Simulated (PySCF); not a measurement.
## Core-level calculation, with input and output: CH7Si2 (charge −1)

System: CH7Si2, charge −1, SMILES C[SiH2][SiH2-].
Method: delta-SCF UKS SCAN, pcX-2 on the ionised atom, pcseg-1 elsewhere, spin-free X2C (PySCF 2.14.0).

Figures and captions count atoms from 1; the log counts them from 0 in places.

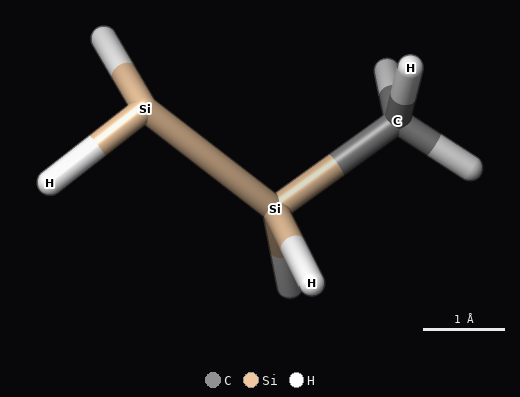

**Figure 1.** The structure (stick view, seen at a tilt).

## Results in brief

- outcome: converged
- hardware: 1 CPU thread, shared host
- wall time: 42 s
- peak memory: 0.44 GiB

## The input
```
{"job": {"kind": "xps"}, "charge": -1, "multiplicity": 1}
C     -1.424709    -0.448839    -0.152396
Si     0.121719     0.661236    -0.210601
Si     1.754268    -0.338013     0.929317
H     -2.329025     0.092091    -0.426183
H     -1.574969    -0.855882     0.844702
H     -1.326390    -1.290905    -0.836167
H     -0.084074     1.265873    -1.580772
H     -0.302257     1.853950     0.590654
H      2.225801    -1.487742     0.085273
H      2.948519     0.552885     0.733645
```

The first line tells a small driver script what to run in PySCF; the rest is the geometry in Å.

Launched with:
```bash
OMP_NUM_THREADS=1 python <driver script> task.json out
```

## The program's output
```
ground state, core basis on atom 0 (C), 116 functions
  cycle   1  E = -622.30058175  |g| = 4.71e-01
  cycle   2  E = -622.26048099  |g| = 6.27e-01
  cycle   3  E = -622.37564141  |g| = 6.33e-02
  cycle   4  E = -622.37704314  |g| = 2.18e-02
  cycle   5  E = -622.37723452  |g| = 7.05e-03
  cycle   6  E = -622.37725655  |g| = 2.83e-03
  cycle   7  E = -622.37725904  |g| = 8.45e-04
  cycle   8  E = -622.37725933  |g| = 1.76e-04
  E(ground) = -622.44104870 Eh
hole in C 1s of atom 0
  cycle   1  E = -611.31189703  |g| = 1.51e+00
  cycle   2  E = -609.13169819  |g| = 2.18e+00
[... 8 cycles left out ...]
  E(ion) = -611.94816562 Eh   <S^2> = 0.7671   hole on atom = 1.000   binding energy = 285.526 eV
ground state, core basis on atom 1 (Si), 127 functions
[... 6 cycles left out ...]
  E(ground) = -622.49406201 Eh
hole in Si 1s of atom 1
[... 10 cycles left out ...]
  E(ion) = -554.85609543 Eh   <S^2> = 0.7524   hole on atom = 1.000   binding energy = 1840.523 eV
hole in Si 2p of atom 1
[... 10 cycles left out ...]
  E(ion) = -618.78507670 Eh   <S^2> = 0.7527   hole on atom = 1.002   binding energy = 100.927 eV
  2p3/2 = 100.750 eV   2p1/2 = 101.375 eV
ground state, core basis on atom 2 (Si), 127 functions
[... 6 cycles left out ...]
  E(ground) = -622.49125461 Eh
hole in Si 1s of atom 2
[... 8 cycles left out ...]
  cycle   9  E = -554.87105296  |g| = 8.48e-04
  cycle  10  E = -554.87105328  |g| = 2.03e-04
  E(ion) = -554.90118550 Eh   <S^2> = 0.7524   hole on atom = 1.000   binding energy = 1839.219 eV
hole in Si 2p of atom 2
  cycle   1  E = -618.44694973  |g| = 1.23e+00
  cycle   2  E = -618.35988138  |g| = 1.05e+00
  cycle   3  E = -618.76184973  |g| = 1.95e-01
  cycle   4  E = -618.78771293  |g| = 8.43e-02
  cycle   5  E = -618.79256116  |g| = 2.30e-02
  cycle   6  E = -618.79284312  |g| = 8.21e-03
  cycle   7  E = -618.79288260  |g| = 2.40e-03
  cycle   8  E = -618.79288554  |g| = 4.04e-04
  E(ion) = -618.82688889 Eh   <S^2> = 0.7527   hole on atom = 1.002   binding energy = 99.712 eV
  2p3/2 = 99.550 eV   2p1/2 = 100.176 eV
```

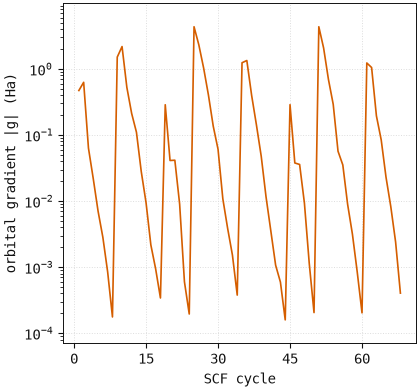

**Figure 2.** Convergence of the self-consistent field: orbital gradient |g| against the SCF cycle. All cycles printed in the log are drawn one after another.

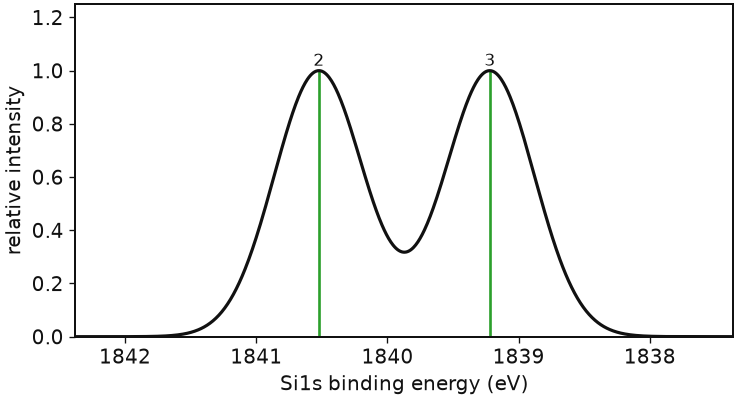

**Figure 3.** Si1s binding energies by ΔSCF of the atoms computed, labelled by atom number, with a Gaussian envelope of 0.8 eV full width. They run from 1839.22 eV (atom 3) to 1840.52 eV (atom 2).
